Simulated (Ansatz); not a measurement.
**Nudged elastic band, with input and output: BH2Cl2F**

The run: nudged elastic band of BH2Cl2F, multiplicity 2. Method and program: RKS PBE/def2-SVP (Ansatz 0.2.0).

One setting was made poor on purpose. It belongs to a series of runs on one base structure; here: an input spoilt on purpose.

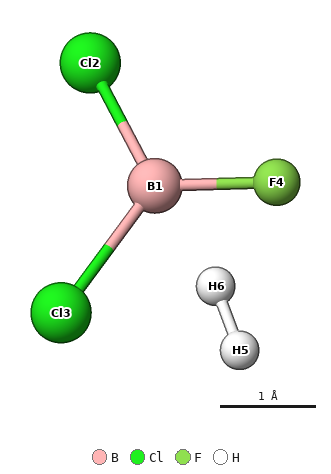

*The input geometry (ball-and-stick view, seen at an oblique angle; atoms are numbered from 1 in the order of the input).*

Input:
```yaml
crystal:
  periodic: [false, false, false]
  atoms:
    - { symbol: B, position_ang: [0.007554, 0.562157, 0.081671] }
    - { symbol: Cl, position_ang: [-0.032818, 0.939797, 1.7957] }
    - { symbol: Cl, position_ang: [1.50505, 0.611209, -0.831024] }
    - { symbol: F, position_ang: [-1.117718, 0.241039, -0.537339] }
    - { symbol: H, position_ang: [0.412399, -2.638524, 0.629008] }
    - { symbol: H, position_ang: [0.285735, -2.32238, 1.318285] }
magnetization:
  spin_polarized: true
  initial_magnetization: 1
basis:
  gaussian: { orbitals: def2-SVP }
hamiltonian:
  xc: pbe
neb:
  order_check: false
  images: 4
  f_tol: 0.05
  max_iterations: 8
  climbing: false
  final_atoms:
    - { symbol: B, position_ang: [0.1191842, -0.35738941, -0.61169621] }
    - { symbol: Cl, position_ang: [0.05790177, -0.11550081, 2.60848333] }
    - { symbol: Cl, position_ang: [1.5305287, 0.61832924, -0.98664165] }
    - { symbol: F, position_ang: [-1.08477231, 0.17613198, -0.74121439] }
    - { symbol: H, position_ang: [0.23747322, -1.52770799, -0.32158736] }
    - { symbol: H, position_ang: [0.19988641, -1.40056501, 2.50895728] }
  initial_path:
    images:
      - { positions_ang: [[0.007554, 0.562157, 0.081671], [-0.032818, 0.939797, 1.7957], [1.50505, 0.611209, -0.831024], [-1.117718, 0.241039, -0.537339], [0.412399, -2.638524, 0.629008], [0.285735, -2.32238, 1.318285]] }
      - { positions_ang: [[0.00254608, 0.34414487, 0.0575065], [-0.02442436, 0.52707561, 1.96884114], [1.54644981, 0.40111626, -0.85919684], [-1.12898703, 0.15800313, -0.57932046], [0.37815924, -2.13455053, 0.54686923], [0.28645826, -1.90249133, 1.32160143]] }
      - { positions_ang: [[-0.00246184, 0.12613273, 0.03334201], [-0.01603072, 0.11435422, 2.14198228], [1.58784962, 0.19102351, -0.88736968], [-1.14025607, 0.07496726, -0.62130192], [0.34391949, -1.63057707, 0.46473045], [0.28718152, -1.48260265, 1.32491786]] }
      - { positions_ang: [[0.0198642, -0.05777655, -0.10533144], [0.00211323, -0.09670534, 2.30453895], [1.59294536, 0.19244756, -0.91849321], [-1.13366693, 0.06198585, -0.662077], [0.30893433, -1.40841387, 0.27461138], [0.2700118, -1.29823965, 1.56305232]] }
      - { positions_ang: [[0.0695242, -0.20758298, -0.35851383], [0.0300075, -0.10610308, 2.45651114], [1.56173703, 0.4053884, -0.95256743], [-1.10921962, 0.11905892, -0.7016457], [0.27320377, -1.46806093, -0.02348799], [0.23494911, -1.34940233, 2.0360048]] }
      - { positions_ang: [[0.1191842, -0.35738941, -0.61169621], [0.05790177, -0.11550081, 2.60848333], [1.5305287, 0.61832924, -0.98664165], [-1.08477231, 0.17613198, -0.74121439], [0.23747322, -1.52770799, -0.32158736], [0.19988641, -1.40056501, 2.50895728]] }
```

Machine: 1 thread of Arm Neoverse V2, 24 GiB of memory available, shared host.

Launched with:
```bash
ansatz run input.yaml --threads 1 --pin off --max-ram 2048MiB --backend cpu --events-out ev --progress --plain --runs-dir out
```

Output:
```
Error: a molecule whose nuclei and cores have a total charge of 50 cannot have a net charge of 0 together with 1 unpaired electrons
```

Outcome:

- outcome: refused by the program

What went wrong:

The program refused the input: “a molecule whose nuclei and cores have a total charge of 50 cannot have a net charge of 0 together with 1 unpaired electrons” A deliberately poor setting: bad input.
